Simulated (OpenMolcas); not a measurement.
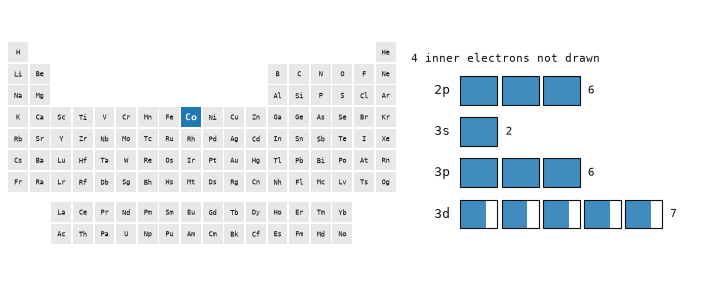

Left, the place of cobalt in the periodic table; right, the outer shells of the leading configuration of the lowest level: a box for each of the 2l + 1 orbitals, shaded by the share of the shell that is filled, with the electron count at the right.

Multiconfigurational calculation: Co²⁺ complex (part 1 of 2)

System: Co²⁺ with 6 ligands (F; octahedron, 2.06 Å), neutralised by 6 outer point charges of +0.67 e, whose field is part of the energies.
Method: state-averaged CASSCF, active space 7 electrons in the shell 3d, basis ANO-RCC-VTZP on the metal and ANO-RCC-VTZP on the ligands, DKH2 scalar Hamiltonian, spin-orbit coupling by RASSI with atomic mean-field integrals (OpenMolcas).

Log (extracts):
```
--- SEWARD ---
Basis set label: CO.ANO-RCC...6S5P3D2F1G.

      Electronic valence basis set:
      ------------------
      Associated Effective Charge  27.000000 au
      Associated Actual Charge     27.000000 au
      Nuclear Model: Point charge

      Shell  nPrim  nBasis  Cartesian Spherical Contaminant
         s      21       6        X
         p      15       5        X
         d      10       3                 X
         f       6       2                 X
         g       4       1                 X
                  Relativistic Douglas-Kroll-Hess integrals:
                    - DKH order of Hamiltonian: 2
                    - DKH order of Properties : 0
                  Atomic mean-field integrals
--- RASSCF ---
Wave function specifications:
      -----------------------------

      Number of closed shell electrons          78
      Number of electrons in active shells       7
      Max number of holes in RAS1 space          0
      Max nr of electrons in RAS3 space          0
      Number of inactive orbitals               39
      Number of active orbitals                  5
      Number of secondary orbitals             195
      Spin quantum number                      1.5
      State symmetry                             1
Orbital specifications:
      -----------------------

      Symmetry species                           1   2
                                                ag  au
      Frozen orbitals                            0   0
      Inactive orbitals                         18  21
      Active orbitals                            5   0
      RAS1 orbitals                              0   0
      RAS2 orbitals                              5   0
      RAS3 orbitals                              0   0
      Secondary orbitals                        97  98
      Deleted orbitals                           0   0
      Number of basis functions                120 119
      Number of CSFs                            10
      Number of root(s) required                10
      Iter CI   SX   CI       RASSCF       Energy    max ROT     max BLB   max BLB  Level Ln srch  Step   QN
          iter iter root      energy       change     param      element    value   shift minimum  type update
 Nr of preliminary CI iterations:   1
      Total energies have been shifted. Add                -1000.00 au
        1   1   15    0  -989.61210486    0.00E+00  -5.18E-02    7  50 1 -3.60E-01*  1.08   0.00    SX    NO
        2   1   17    0  -990.33981088   -7.28E-01* -3.27E-02    5  33 2  7.75E-02*  0.76   0.00    SX    NO
        3   1   16    0  -990.41082334   -7.10E-02* -9.44E-03   11  52 2 -3.73E-02*  0.75   0.00    SX    NO
        4   1   15    0  -990.42403528   -1.32E-02*  6.22E-03   21  44 2 -1.90E-02*  0.76   0.00    SX    NO
        5   1   14    0  -990.42757709   -3.54E-03*  7.07E-03   21  44 2 -1.16E-02*  0.75   2.21    LS   YES
        6   1   14    0  -990.42910398   -1.53E-03* -2.89E-03    4  32 2 -1.36E-02*  0.74   1.07    QN   YES
        7   1   13    0  -990.42965436   -5.50E-04* -3.03E-03   23  29 1 -3.91E-03*  0.75   1.36    QN   YES
        8   1   12    0  -990.42994571   -2.91E-04* -1.23E-03    4  32 2  2.37E-03*  0.75   1.41    LS   YES
        9   1   12    0  -990.42997258   -2.69E-05*  6.01E-04    4  32 2  2.08E-03*  0.75   1.01    QN   YES
       10   1   11    0  -990.43000245   -2.99E-05*  4.45E-04    6  34 2  8.79E-04*  0.75   1.45    QN   YES
       11   1   10    0  -990.43001013   -7.68E-06*  2.37E-04    6  34 2 -3.00E-04*  0.75   1.16    QN   YES
       12   1    9    0  -990.43001106   -9.30E-07*  1.34E-04    6  45 1 -1.62E-04*  0.75   1.57    LS   YES
       13   1    9    0  -990.43001119   -1.33E-07* -5.31E-05    8  22 2  1.18E-04*  0.75   0.97    QN   YES
       14   1    9    0  -990.43001138   -1.88E-07* -3.93E-05    6  30 1 -6.57E-05   0.75   1.74    LS   YES
       15   1    8    0  -990.43001142   -4.26E-08*  3.92E-05    6  30 1 -5.85E-05   0.75   1.02    QN   YES
       16   1    7    0  -990.43001145   -2.85E-08*  3.75E-05    6  30 1 -3.00E-05   0.75   1.78    QN   YES
       17   1    6    0  -990.43001146   -1.02E-08* -6.22E-06   11  51 2  7.82E-06   0.75   1.13    QN   YES
       18   1    6    0  -990.43001146   -9.65E-10   2.39E-06   11  51 2  4.08E-06   0.75   1.26    QN   YES
      Convergence after 18 iterations
       19   1    6    0  -990.43001146   -2.25E-10   2.39E-06   21  24 2 -8.87E-07   0.75   1.26    QN   YES
      Natural orbitals and occupation numbers for root  1
      sym 1:   1.876775   1.123225   1.000000   1.876775   1.123225
      Natural orbitals and occupation numbers for root  2
      sym 1:   1.876771   1.876771   1.123229   1.123229   1.000000
      Natural orbitals and occupation numbers for root  3
      sym 1:   1.123229   1.876771   1.000000   1.876771   1.123229
::    RASSCF root number  1 Total energy:  -1990.47192709
::    RASSCF root number  2 Total energy:  -1990.47192709
::    RASSCF root number  3 Total energy:  -1990.47192709
::    RASSCF root number  4 Total energy:  -1990.44989137
::    RASSCF root number  5 Total energy:  -1990.44989137
::    RASSCF root number  6 Total energy:  -1990.44989137
::    RASSCF root number  7 Total energy:  -1990.42354393
::    RASSCF root number  8 Total energy:  -1990.37037178
::    RASSCF root number  9 Total energy:  -1990.37037178
::    RASSCF root number 10 Total energy:  -1990.37037178
--- RASSCF ---
Wave function specifications:
      -----------------------------

      Number of closed shell electrons          78
      Number of electrons in active shells       7
      Max number of holes in RAS1 space          0
      Max nr of electrons in RAS3 space          0
      Number of inactive orbitals               39
      Number of active orbitals                  5
      Number of secondary orbitals             195
      Spin quantum number                      0.5
      State symmetry                             1
Orbital specifications:
      -----------------------

      Symmetry species                           1   2
                                                ag  au
      Frozen orbitals                            0   0
      Inactive orbitals                         18  21
      Active orbitals                            5   0
      RAS1 orbitals                              0   0
      RAS2 orbitals                              5   0
      RAS3 orbitals                              0   0
      Secondary orbitals                        97  98
      Deleted orbitals                           0   0
      Number of basis functions                120 119
      Number of CSFs                            40
      Number of root(s) required                40
      Iter CI   SX   CI       RASSCF       Energy    max ROT     max BLB   max BLB  Level Ln srch  Step   QN
          iter iter root      energy       change     param      element    value   shift minimum  type update
 Nr of preliminary CI iterations:   1
      Total energies have been shifted. Add                -1000.00 au
        1   1   12    0  -990.30916873    0.00E+00  -7.55E-03   19  25 1 -1.49E-02*  0.74   0.00    SX    NO
        2   1   12    0  -990.30968522   -5.16E-04* -4.12E-03    7  32 2 -1.02E-02*  0.74   0.00    SX    NO
        3   1   11    0  -990.30977298   -8.78E-05*  1.13E-03   19  25 1 -3.13E-03*  0.73   0.00    SX    NO
        4   1   11    0  -990.30978981   -1.68E-05* -7.62E-04    8  34 2 -2.09E-03*  0.73   0.00    SX    NO
        5   1   10    0  -990.30979334   -3.53E-06*  2.67E-04   19  25 1 -7.38E-04*  0.73   0.86    QN   YES
        6   1    9    0  -990.30979426   -9.24E-07*  1.55E-04   19  25 1 -1.58E-04*  0.73   1.58    LS   YES
        7   1    9    0  -990.30979431   -4.63E-08* -3.09E-05    7  32 2 -2.07E-04*  0.73   0.62    QN   YES
        8   1    8    0  -990.30979438   -6.81E-08* -2.89E-05   10  24 1  3.59E-05   0.73   1.27    QN   YES
        9   1    8    0  -990.30979439   -1.56E-08* -2.06E-05    8  34 2  2.88E-05   0.73   1.53    QN   YES
       10   1    7    0  -990.30979440   -6.03E-09   5.09E-06   21  27 1 -1.55E-05   0.73   1.22    QN   YES
      Convergence after 10 iterations
       11   1    7    0  -990.30979440   -7.12E-10   5.09E-06   21  33 1  5.72E-06   0.73   1.22    QN   YES
      Natural orbitals and occupation numbers for root  1
      sym 1:   1.903995   1.939112   0.231905   1.890042   1.034946
      Natural orbitals and occupation numbers for root  2
      sym 1:   1.918104   1.932057   0.231905   1.882987   1.034946
      Natural orbitals and occupation numbers for root  3
      sym 1:   1.864387   1.864367   1.039343   1.096374   1.135529
::    RASSCF root number  1 Total energy:  -1990.39693728
::    RASSCF root number  2 Total energy:  -1990.39693728
::    RASSCF root number  3 Total energy:  -1990.38023246
::    RASSCF root number  4 Total energy:  -1990.38023246
::    RASSCF root number  5 Total energy:  -1990.38023246
::    RASSCF root number  6 Total energy:  -1990.37997020
::    RASSCF root number  7 Total energy:  -1990.37997020
::    RASSCF root number  8 Total energy:  -1990.37997020
::    RASSCF root number  9 Total energy:  -1990.36639396
::    RASSCF root number 10 Total energy:  -1990.35457080
::    RASSCF root number 11 Total energy:  -1990.35457080
::    RASSCF root number 12 Total energy:  -1990.35457080
::    RASSCF root number 13 Total energy:  -1990.34545293
::    RASSCF root number 14 Total energy:  -1990.34545293
::    RASSCF root number 15 Total energy:  -1990.34545293
::    RASSCF root number 16 Total energy:  -1990.34417816
::    RASSCF root number 17 Total energy:  -1990.34417816
::    RASSCF root number 18 Total energy:  -1990.34417816
::    RASSCF root number 19 Total energy:  -1990.33583657
::    RASSCF root number 20 Total energy:  -1990.33583657
::    RASSCF root number 21 Total energy:  -1990.32412620
::    RASSCF root number 22 Total energy:  -1990.32412620
::    RASSCF root number 23 Total energy:  -1990.32342242
::    RASSCF root number 24 Total energy:  -1990.32342242
::    RASSCF root number 25 Total energy:  -1990.32342242
::    RASSCF root number 26 Total energy:  -1990.32327078
::    RASSCF root number 27 Total energy:  -1990.32327078
::    RASSCF root number 28 Total energy:  -1990.32327078
::    RASSCF root number 29 Total energy:  -1990.26163800
::    RASSCF root number 30 Total energy:  -1990.26163800
```

(Continued in part 2.) Outcome of the run: converged.
